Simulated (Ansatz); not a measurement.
# How many bands does the GW gap of BaCu2SnS4 (P3_121) need?, part 2 of 2

Wanted: a G0W0 gap for BaCu2SnS4 (P3_121) that is converged in bands and cutoff, or an estimate of the limit.

Ansatz 0.2.0; G0W0 on r2SCAN, plane waves, PAW. Known limits of the many-body steps: not at the basis limit; no spin polarisation; d shell near the gap, gap tends to lie low; no spin-orbit coupling; coarse k mesh.

So far. Step 5 (Changing the k mesh: 3×3×2 mesh, 691 empty bands …): Against the run with 6×6×2 mesh, 691 empty bands, screening to 66 eV, the gap moves by −0.05 eV. Step 6 (Changing the frequency model: 6×6×2 mesh, 691 empty …): Against the run with 6×6×2 mesh, 691 empty bands, screening to 66 eV, the gap moves by −0.03 eV.

In doubt: one-shot GW on d or f shells is unsure (steps 2, 3, 4, 5, 6, 7), so the values of those runs are not to be relied on.

### Step 7. Changing the files: 6×6×2 mesh, 691 empty bands, screening to 66 eV, hard PAW files

Other atomic data (hard PAW) test the pseudisation: the cutoff goes from 500 to 700 eV and the valence electrons from 258 to 282, which opens shells that were frozen.

Input file input.yaml:

```yaml
crystal:
  lattice:
    - [6.4365004231, 0.0, 0.0]
    - [-3.2182502115, 5.5741728779, 0.0]
    - [0.0, 0.0, 15.830995]
  atoms:
    - { symbol: Ba, position: [0.426402, 0.426402, 0.5] }
    - { symbol: Ba, position: [0.0, 0.573598, 0.16666667] }
    - { symbol: Ba, position: [0.573598, 0.0, 0.83333333] }
    - { symbol: Cu, position: [0.369782, 0.43384, 0.745199] }
    - { symbol: Cu, position: [0.935942, 0.56616, 0.92146767] }
    - { symbol: Cu, position: [0.43384, 0.369782, 0.254801] }
    - { symbol: Cu, position: [0.064058, 0.630218, 0.41186567] }
    - { symbol: Cu, position: [0.56616, 0.935942, 0.07853233] }
    - { symbol: Cu, position: [0.630218, 0.064058, 0.58813433] }
    - { symbol: Sn, position: [0.704992, 0.0, 0.33333333] }
    - { symbol: Sn, position: [0.0, 0.704992, 0.66666667] }
    - { symbol: Sn, position: [0.295008, 0.295008, 0.0] }
    - { symbol: S, position: [0.765195, 0.65191, 0.335819] }
    - { symbol: S, position: [0.886715, 0.234805, 0.00248567] }
    - { symbol: S, position: [0.34809, 0.113285, 0.66915233] }
    - { symbol: S, position: [0.113285, 0.34809, 0.33084767] }
    - { symbol: S, position: [0.234805, 0.886715, 0.99751433] }
    - { symbol: S, position: [0.65191, 0.765195, 0.664181] }
    - { symbol: S, position: [0.939587, 0.440447, 0.54641] }
    - { symbol: S, position: [0.50086, 0.060413, 0.21307667] }
    - { symbol: S, position: [0.060413, 0.50086, 0.78692333] }
    - { symbol: S, position: [0.440447, 0.939587, 0.45359] }
    - { symbol: S, position: [0.49914, 0.559553, 0.12025667] }
    - { symbol: S, position: [0.559553, 0.49914, 0.87974333] }
kpoints:
  mp_grid: { grid: [6, 6, 2] }
hamiltonian:
  xc: r2scan
  pseudopotentials: { kind: paw, source: ansatz }
scf:
  occupations: { method: fixed }
gw:
  n_empty_bands: 691
  ecut_chi: 66
  qp_bands: [v2, c2]
  qp_kpoints: band_edges
  screening: { model: contour_deformation }
```

Run with:

```
$ ansatz run input.yaml --threads 32 --pin off --max-ram 129024MiB --backend cuda --events-out ev --progress --plain --runs-dir out --devices 1 --max-vram 157GiB  # rebuilt from the run's record
```

Numbers of over 12 decimals in the logs are rounded to 6 here.

What it wrote:

```text
GPUs: using 1 of 1 available (devices: 1).
[...]
Crystal: 24 atoms, lattice volume = 567.987 Å³
Basis set: ecut = 700 eV, 23805 PW (Γ), exchange–correlation on 320×320×800 points (64 copies of the dense FFT grid, shifted against one another)
Bands: 170, of which v1, the nominal top of the filled ones, is band 141 counted from 1 (140 counted from 0)
Symmetry: 6 space group operations
[...]
k-points: 14 of 72 (time reversal used)
[...]
1   142      9.1073   -13.4518    -2.5319   -16.4587  0.7535     9.5943     9.5822  root
     1   143      9.1073   -13.4518    -2.5319   -16.4587  0.7535     9.5943     9.5822  root
[...]
13   140      7.6000   -34.6322     5.5898   -28.8832  0.6733     7.4395     7.4408  root
    13   141      7.6000   -34.6322     5.5898   -28.8832  0.6733     7.4395     7.4408  root
    13   142      9.2897   -13.5313    -2.7817   -16.8514  0.7505     9.8492     9.8282  root
    13   143      9.2897   -13.5313    -2.7817   -16.8514  0.7505     9.8492     9.8282  root
[key lines of the parts left out:]
SCF converged after 12 iterations
```

Elapsed: 4.1 min, on 1 × NVIDIA GB200 with 32 threads of Arm Neoverse V2, shared host; peak memory 18 GiB.

Numbers from this step:

* bands summed: 832
* RPA ε∞ on this mesh (eigenvalues): 7.609, 8.474, 8.474
* plane waves in the screening matrix: 723
* G0W0 gap on the mesh: 1.185 eV
* k of the valence top: 0, 0, 0
* k of the conduction bottom: 0, 0, 0
* starting gap on the mesh: 0.6399 eV
* least direct G0W0 gap on the computed points: 1.185 eV

Against the run with 6×6×2 mesh, 691 empty bands, screening to 66 eV, the gap moves by +0.001 eV.

### Step 8. The runs together

Times are wall times on 1 × NVIDIA GB200 with 32 threads of Arm Neoverse V2, shared host, good to a factor of about two.

```
 mesh        files            frequency  bands summed  cutoff (eV)  start (eV)  G0W0 (eV)     time  host memory (GiB)
6×6×2  default PAW  contour deformation           373           33       0.642      1.858     63 s                5.5
6×6×2  default PAW  contour deformation           820           66       0.642      1.184  2.5 min                 10
6×6×2  default PAW  contour deformation          1616          110       0.642      0.931    7 min                 18
3×3×2  default PAW  contour deformation           820           66       0.640      1.133     19 s                5.3
6×6×2  default PAW         plasmon pole           820           66       0.642      1.149  1.9 min                 10
6×6×2     hard PAW  contour deformation           832           66       0.640      1.185  4.1 min                 18
```

The parts of the quasiparticle energy at the two band edges (eV; QP = start + Σx + Σc − Vxc):

```
       run               edge  start      Σx     Σc     Vxc     Z    QP
 373 bands        valence top   7.57  -33.36   4.58  -28.37  0.70  7.16
 373 bands  conduction bottom   8.21  -11.10  -2.54  -14.44  0.77  9.01
 820 bands        valence top   7.57  -33.36   4.89  -28.37  0.69  7.47
 820 bands  conduction bottom   8.21  -11.10  -2.90  -14.44  0.77  8.65
1616 bands        valence top   7.57  -33.36   4.93  -28.37  0.69  7.51
1616 bands  conduction bottom   8.21  -11.10  -3.12  -14.44  0.77  8.44
```

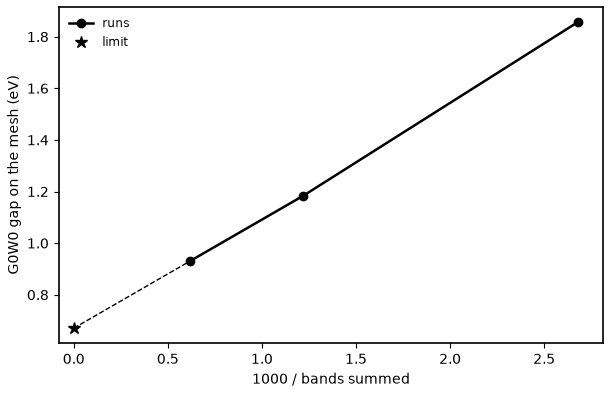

The gap against one over the number of bands; the dashed line carries the two highest rungs to the limit.

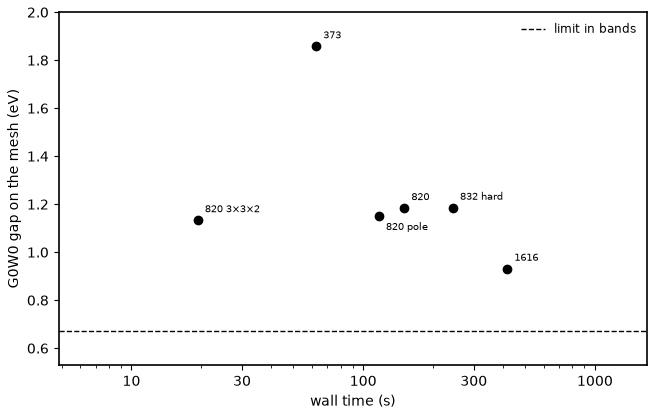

Result against wall time.

### Step 9. What came out

```
373 bands, 33 eV                    : 1.858 eV
820 bands, 66 eV                    : 1.184 eV
1616 bands, 110 eV                  : 0.931 eV
estimated limit in bands and cutoff : 0.67 eV
mesh and start                      : 6×6×2, r2SCAN
```

In words: A line in one over the bands through the two highest rungs gives 0.67 eV, −0.26 eV from the top rung; the pair below gives 0.62 eV, in fair agreement. The rungs stand 1.19 eV (373 bands), 0.51 eV (820 bands) and 0.26 eV (1616 bands) from it. From 373 to 1616 bands the gap moves by −0.93 eV while the time grows 6.7-fold. Σc changes by +0.35 eV at the valence top and −0.58 eV at the conduction bottom, so both edges matter. On the 3×3×2 mesh in place of 6×6×2 the gap differs by −0.05 eV, of which −0.001 eV is already in the start. The plasmon-pole model gives −0.03 eV against contour deformation, 6 % of the correction. Hard PAW files move the gap by +0.001 eV at equal bands and cutoff, −0.002 eV of it in the start. A d shell, filled or nearly so, lies near the gap. One-shot GW converges very slowly in bands there, not always from below, and on a semilocal start the gap tends to come out low; starts rich in exact exchange can overshoot instead. The many-body steps are scalar-relativistic: spin-orbit coupling is not in them.

[Paths, hosts, dates, memory and timing lines, banners, echoed tables and standing remarks are left out of the program output.]

[Logs are printed without paths, hosts, clocks, repeated set-up lines and the standing remarks that a program may print on its own settings, such as how far it seeks lower states.]

[Runs of the session that timed out or met a known fault of the program may be left out.]

[Cells called generated may have been cut or substituted from an entry of the Crystallography Open Database or the Materials Project.]

[Hosts, paths, dates, database ids (printed as entryN), source tags and the programs' standing remarks are cut or masked in the printed files.]
